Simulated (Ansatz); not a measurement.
## Electronic structure of Al₂FH₂O (charge −1) in real space

Input

```
crystal:
  periodic: [false, false, false]
  atoms:
    - {symbol: O, position_ang: [-1.004330, -0.476257, -0.574089]}
    - {symbol: Al, position_ang: [0.493628, 0.165722, 0.116953]}
    - {symbol: Al, position_ang: [-2.397537, -1.154984, -1.142774]}
    - {symbol: F, position_ang: [0.963472, -0.860700, 1.403596]}
    - {symbol: H, position_ang: [1.664082, 0.147368, -1.022720]}
    - {symbol: H, position_ang: [0.214206, 1.660633, 0.713914]}
basis:
  gaussian: {orbitals: "def2-TZVPPD.json"}
total_charge: -1
hamiltonian: {xc: pbe0, dispersion: d4}
output: {orbitals: {seedname: orbitals}}
```

Command:

```sh
ansatz run in.yaml --threads 2 --pin off --events-out ev --progress --plain --max-ram 4352MiB
```

Geometry: PBE0-D4/def2-TZVPD.

Computed with RKS PBE0-D4/def2-TZVPPD in Ansatz 0.2.0.

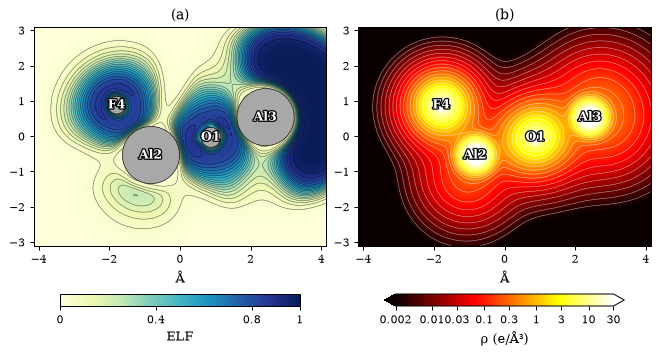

Figure 1. (a) ELF; (b) total electron density on the plane of atoms O1, Al2 and F4. Grey discs cover the atomic cores in the ELF map.

Question: What does the map show?

Answer:
- The section cuts through O, Al and F sites.
- Al–O (1.65 Å): the density is about 1 e/Å³ at the midpoint; the ELF peaks at about 0.85 in the valence shell of O, 0.6 Å from its nucleus, and is about 0.40 at the midpoint.
- Al–F (1.71 Å): the density is about 0.78 e/Å³ at the midpoint; the ELF peaks at about 0.85 in the valence shell of F, 0.6 Å from its nucleus, and is about 0.35 at the midpoint.
- Al–O (1.77 Å): ρ is about 0.75 e/Å³ halfway; the ELF peaks at about 0.90 in the valence shell of O, 0.6 Å from its nucleus, and is about 0.50 at the midpoint.
- The ELF also peaks beside O1 and F4, away from the bonds: lone-pair regions.

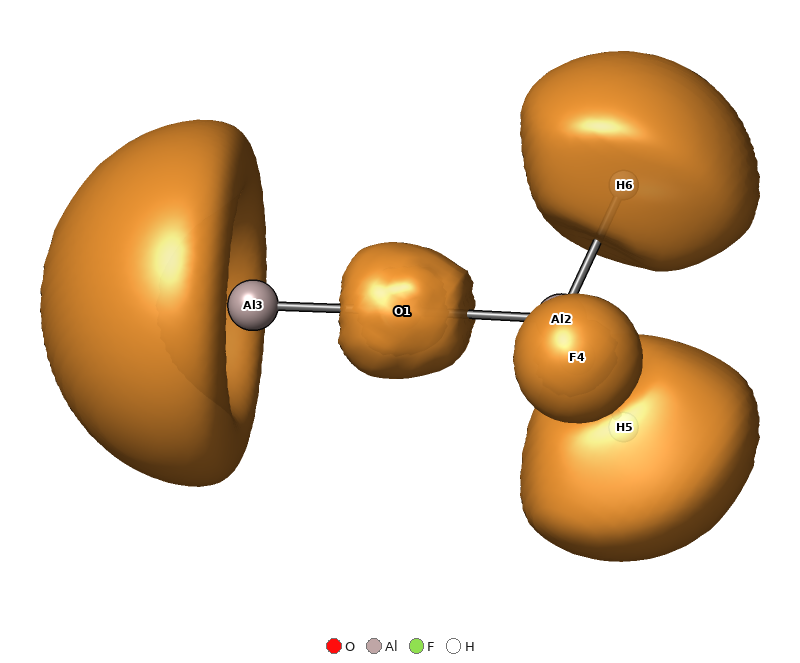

Figure 2. Isosurface of the electron localisation function at 0.8 (orange), seen at an oblique angle. Only the valence region is drawn (cores and ρ < 0.01 e/Å³ removed).

Question: Describe the localisation domains.

Answer: The surface consists of two regions around hydrogen nuclei, one lobe on Al, pointing away from the bonds (lone pairs), one region wrapped around F (its valence shell) and one region wrapped around O (its valence shell).

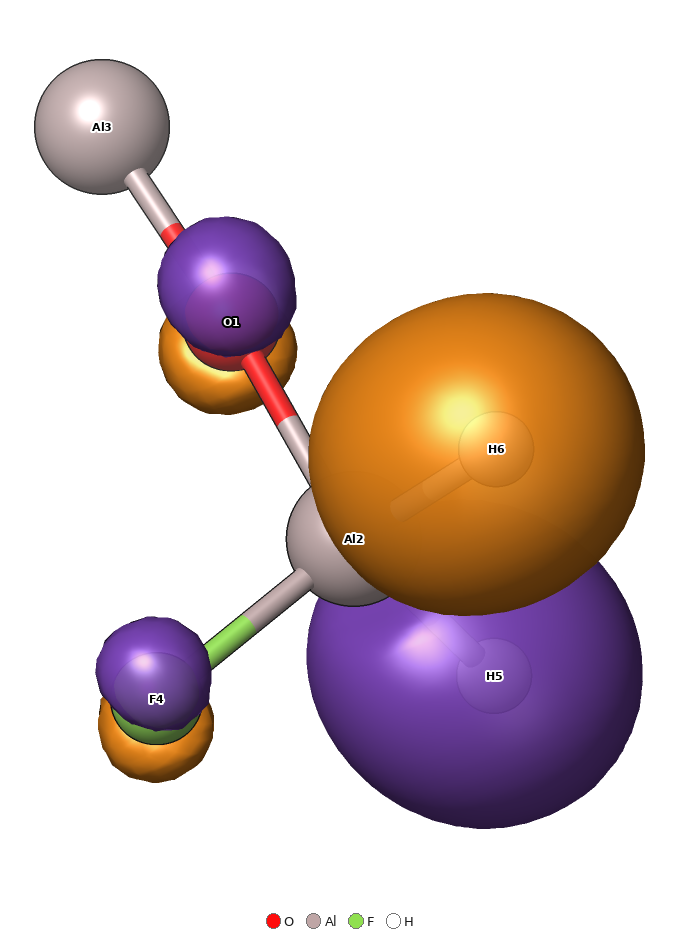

Figure 3. The HOMO at ±0.15 Å⁻³ᐟ² (orange and purple are the two phases), seen at an oblique angle.

Question: Where does this orbital lie, and at what energy?

Answer: Its weight (Hirshfeld) is mainly on H5 (about 30 %), H6 (about 30 %) and Al2 (about 30 %). Its energy is −2.41 eV.
